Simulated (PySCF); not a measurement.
**C2H8FN2Si (charge −1): NMR shielding calculation**

The run: NMR shielding calculation of C2H8FN2Si, charge −1. Method and program: GIAO PBE/pcSseg-1 NMR shielding, non-relativistic, IEF-PCM chloroform (PySCF 2.14.0).

The geometry comes from this level: GFN2-xTB, coordinate held. Figures and captions count atoms from 1; the log counts them from 0 in places.

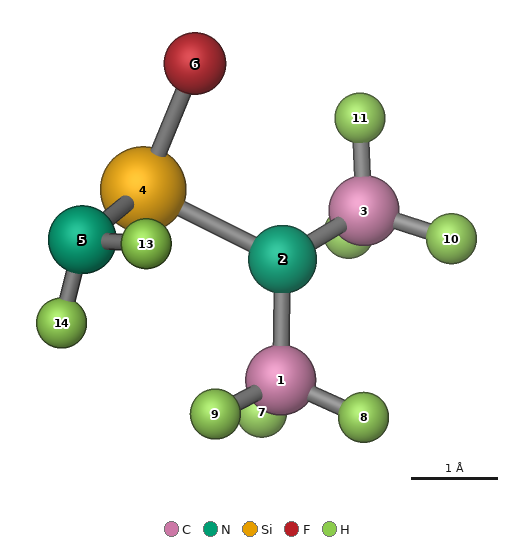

**Figure 1.** The structure (ball-and-stick view, seen at a tilt; atoms are numbered from 1 in the order of the input).

## The input
```
{"job": {"kind": "nmr", "xc": "PBE", "basis": "pcSseg-1", "solvent": "chloroform", "every": 1, "pop": false}, "charge": -1, "multiplicity": 1}
C     -0.357488    -1.316676    -0.115992
N     -0.275140     0.075910    -0.365559
C     -1.557585     0.665911    -0.516176
Si     0.847055     1.008843     0.731942
N      2.441824     0.316242     0.256012
F      0.909334     2.365849    -0.309160
H     -0.950600    -1.568108     0.793710
H     -0.829646    -1.851979    -0.960062
H      0.643946    -1.726616     0.024931
H     -2.098842     0.238721    -1.379278
H     -1.437383     1.735183    -0.674130
H     -2.207723     0.524993     0.376664
H      2.422509     0.143651    -0.752084
H      2.479125    -0.619433     0.653673
```

The first line tells a small driver script what to run in PySCF; the rest is the geometry in Å.

Launch command:
```bash
OMP_NUM_THREADS=1 python <driver script> task.json out
```

## What the program printed
```
coarse grid: 11968 points
cycle   1  E = -579.2600813119  dE =  3.288e-01  |g| = 9.451e-01  |ddm| = 3.266e+00
cycle   2  E = -578.7778230315  dE =  4.823e-01  |g| = 1.816e+00  |ddm| = 3.265e+00
cycle   3  E = -579.4498379341  dE = -6.720e-01  |g| = 1.471e-01  |ddm| = 2.313e+00
cycle   4  E = -579.4535299930  dE = -3.692e-03  |g| = 7.543e-02  |ddm| = 1.800e-01
cycle   5  E = -579.4545238092  dE = -9.938e-04  |g| = 2.418e-02  |ddm| = 6.950e-02
cycle   6  E = -579.4546463528  dE = -1.225e-04  |g| = 8.588e-03  |ddm| = 3.375e-02
cycle   7  E = -579.4546626180  dE = -1.627e-05  |g| = 2.121e-03  |ddm| = 9.785e-03
cycle   8  E = -579.4546635715  dE = -9.535e-07  |g| = 5.598e-04  |ddm| = 2.882e-03
final grid: 110912 points
cycle   9  E = -579.5022637861  dE = -2.367e-05  |g| = 1.396e-02  |ddm| = 3.159e-02
cycle  10  E = -579.5021697126  dE =  9.407e-05  |g| = 2.447e-02  |ddm| = 3.598e-02
cycle  11  E = -579.5023080196  dE = -1.383e-04  |g| = 2.758e-03  |ddm| = 2.433e-02
cycle  12  E = -579.5023094477  dE = -1.428e-06  |g| = 4.658e-04  |ddm| = 2.536e-03
cycle  13  E = -579.5023094806  dE = -3.293e-08  |g| = 1.323e-04  |ddm| = 4.625e-04
cycle  14  E = -579.5023094839  dE = -3.300e-09  |g| = 4.328e-05  |ddm| = 1.623e-04
cycle  15  E = -579.5023094843  dE = -3.611e-10  |g| = 1.158e-05  |ddm| = 5.771e-05
```

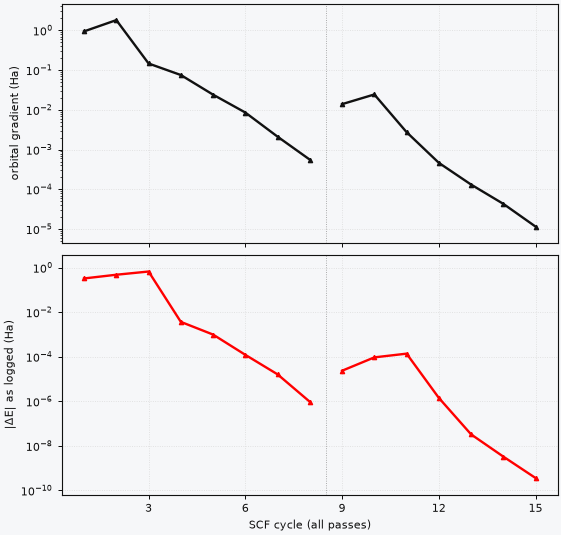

**Figure 2.** Convergence of the self-consistent field: orbital gradient and size of the energy change against the SCF cycle. The dotted line marks the change from a coarse to the final integration grid. The first 8 cycles use a coarse grid, the final grid takes over at cycle 9, and the field converges after 15 cycles in all.

```
converged SCF energy = -579.5023094843

GIAO shielding tensors (ppm)
atom      isotropic    diamagn.    paramagn.     s11        s22        s33       span
  0 C      141.289     247.223    -105.934    117.042    129.483    177.342     60.301
  1 N      213.740     327.377    -113.637    176.901    205.763    258.554     81.653
  2 C      140.292     245.794    -105.502    113.345    129.991    177.541     64.196
  3 Si     279.490     880.343    -600.853    164.845    276.096    397.527    232.682
  4 N      214.000     324.481    -110.482    167.713    205.096    269.190    101.477
  5 F      329.075     476.894    -147.819    238.089    338.794    410.343    172.254
  6 H       29.671      30.484      -0.814     24.941     27.559     36.511     11.569
  7 H       29.511      30.736      -1.225     25.112     27.529     35.890     10.778
  8 H       28.833      32.969      -4.136     23.373     29.022     34.103     10.730
  9 H       29.440      30.064      -0.624     25.041     27.362     35.915     10.874
 10 H       28.517      31.170      -2.653     23.217     28.378     33.956     10.739
 11 H       29.632      29.846      -0.214     25.070     27.654     36.172     11.102
 12 H       31.556      34.625      -3.070     27.559     27.857     39.252     11.693
 13 H       32.028      34.332      -2.304     25.598     30.336     40.150     14.552
```

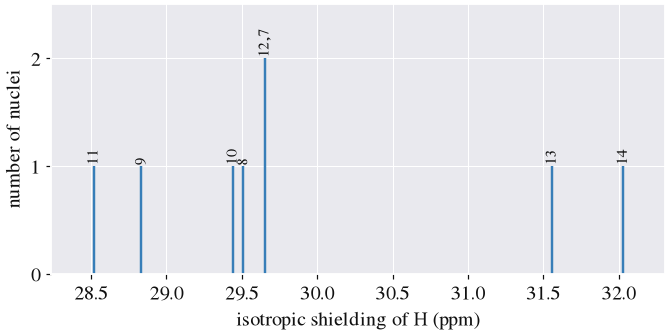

**Figure 3.** Isotropic shieldings of the hydrogen nuclei in this fixed geometry, labelled by atom number; shielding grows to the right, so chemical shift grows to the left. The least shielded is H11 (28.5 ppm), the most shielded H14 (32.0 ppm).

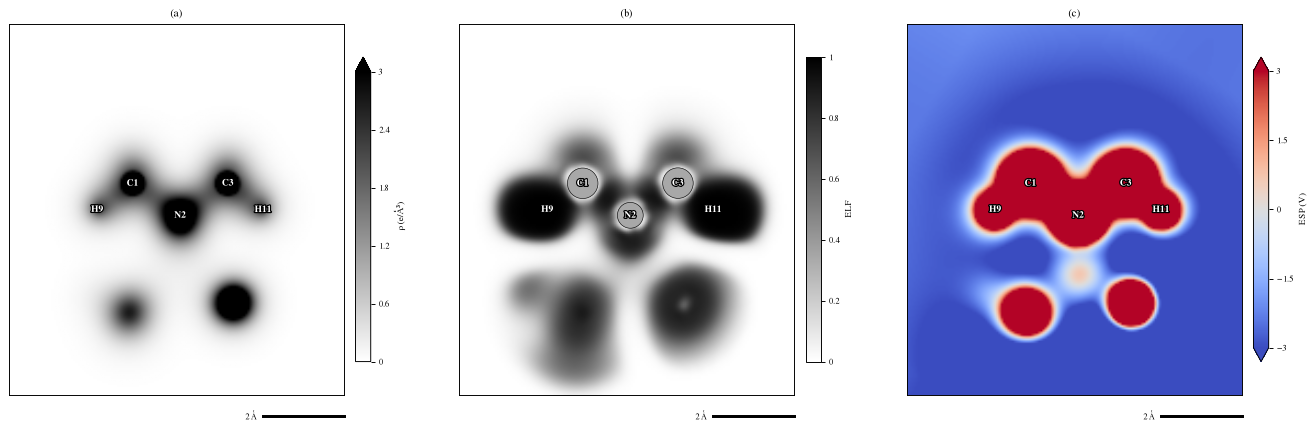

**Figure 4.** (a) total electron density; (b) electron localisation function; (c) electrostatic potential on the plane of atoms N2, C3 and H11. Grey discs, where drawn, cover atomic cores. Atoms in the plane: C, N and H. C–H (1.09 Å): ρ at the midpoint is about 2 e/Å³; the ELF climbs to about 1 towards the hydrogen, as it does in any bond to H (a covalent bond by its length).

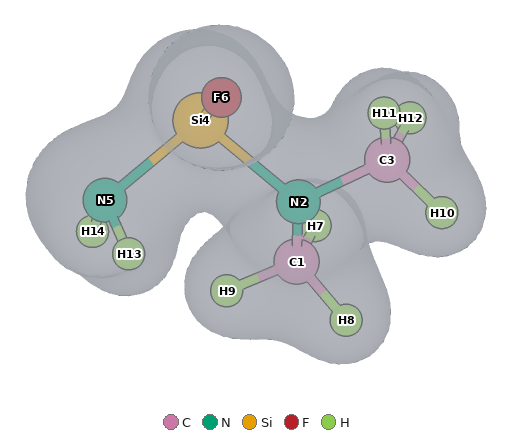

**Figure 5.** Isosurface of the electron density at 0.2 e/Å³ (grey), seen at an oblique angle. At this value the surface is in one piece. On the grid the lowest density along these lines, outside the cores, is 2 e/Å³ (C–N, 1.42 Å), 0.68 e/Å³ (Si–F, 1.71 Å), 0.76 e/Å³ (Si–N, 1.80 Å) and 2.2 e/Å³ (N–H, 1.02 Å).

## Summary

- outcome: converged
- total energy: −579.502309 hartree
- HOMO: −2.21 eV
- LUMO: 1.65 eV
- isotropic shielding, C: 140.3 to 141.3 ppm
- isotropic shielding, N: 213.7 to 214.0 ppm
- isotropic shielding, Si: 279.5 ppm
- isotropic shielding, F: 329.1 ppm
- isotropic shielding, H: 28.5 to 32.0 ppm
- hardware: 1 CPU thread, shared host
- wall time: 15 s
- peak memory: 0.58 GiB
